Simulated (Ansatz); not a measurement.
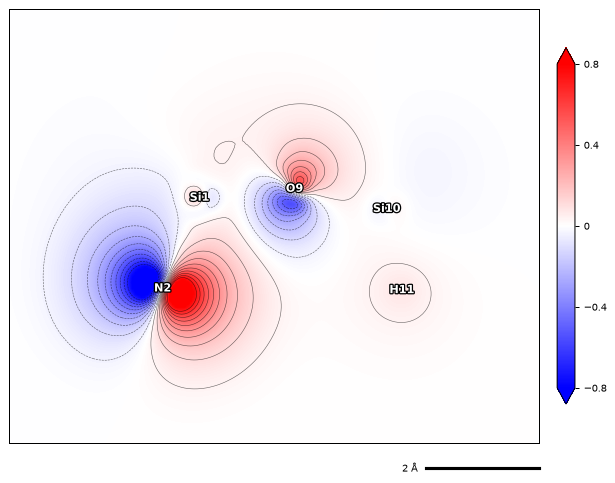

Figure 1: H$_{8}$N$_{2}$OSi$_{2}$. The HOMO−1 on the plane of atoms N2, Si1 and O9 (values in Å⁻³ᐟ²; the overall sign is arbitrary).

Computed with Ansatz 0.2.0, RKS B3LYP-D4/6-31G.

Input

```
crystal:
  periodic: [false, false, false]
  atoms:
    - { symbol: Si, position_ang: [0.0, 0.0, 0.0] }
    - { symbol: "N", position_ang: [0.0, 0.0, 1.82] }
    - { symbol: H, position_ang: [-0.877, -0.2713, 2.35] }
    - { symbol: H, position_ang: [0.877, 0.2713, 2.35] }
    - { symbol: H, position_ang: [1.3768, 0.0, -0.4862] }
    - { symbol: "N", position_ang: [-0.8572, 1.4851, -0.6061] }
    - { symbol: H, position_ang: [-1.8773, 1.43, -0.8888] }
    - { symbol: H, position_ang: [-0.3367, 2.4058, -0.6766] }
    - { symbol: O, position_ang: [-0.7913, -1.3709, -0.5594] }
    - { symbol: Si, position_ang: [-1.673, -2.4329, 0.3983] }
    - { symbol: H, position_ang: [-1.2634, -2.287, 1.792] }
    - { symbol: H, position_ang: [-3.0964, -2.1323, 0.2761] }
    - { symbol: H, position_ang: [-1.4264, -3.8036, -0.0398] }
basis:
  gaussian: { orbitals: "6-31G" }
hamiltonian:
  xc: b3lyp
  dispersion: d4
relax:
  f_tol: 0.02
  max_steps: 40
output:
  orbitals: {}
```

Command:

```sh
ansatz run input.yaml --threads 1 --pin off --max-ram 2048MiB --backend cpu --events-out ev --progress --plain --runs-dir out
```

The fields are those of the run's last geometry, not of the input's.

> What is the character of this orbital?

It lies mainly on N2 (about 70 %) and O9 (about 10 %); largely a lone pair of N2. Its energy is −6.82 eV.
